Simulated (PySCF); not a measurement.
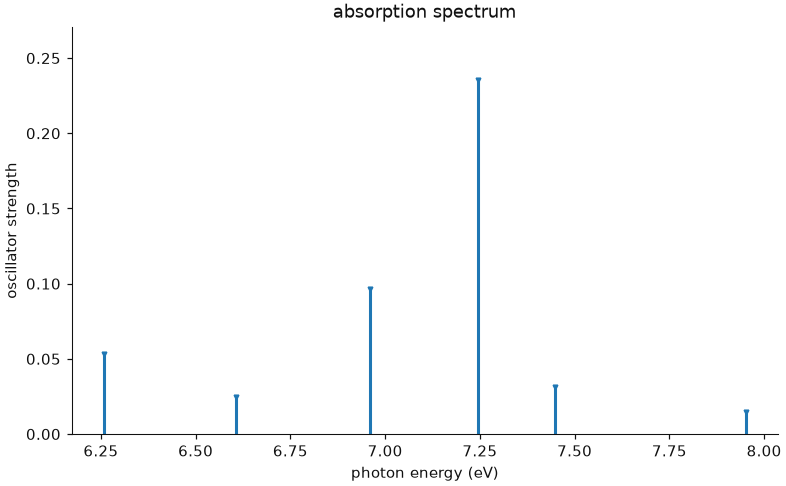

Vertical TDDFT excitations, PBE0/def2-SVPD, PySCF, at a GFN2-xTB geometry (no frequency check), gas phase. Only the first 6 singlet excitations are included.

Question: Whose absorption spectrum is this?
A. SiAsH₄F, SMILES F[SiH2][AsH2]
B. C₄H₅GeN₃O, SMILES C[N](C=O)[GeH]([C]#N)[C]#N, singlet
C. CH₇FSeSi₂, SMILES C[Si@@H](F)[Se][SiH3]

Answer: Option A. Its lowest singlet lies at 6.26 eV (f = 0.053) and the brightest of those computed is S4 at 7.24 eV (171 nm), f = 0.235, mainly HOMO → LUMO+3 (85 %).

Note: states above the negative HOMO energy depend on the basis; the tight-binding geometry is rougher than a DFT one and adds to the error; core orbitals are frozen in the response.
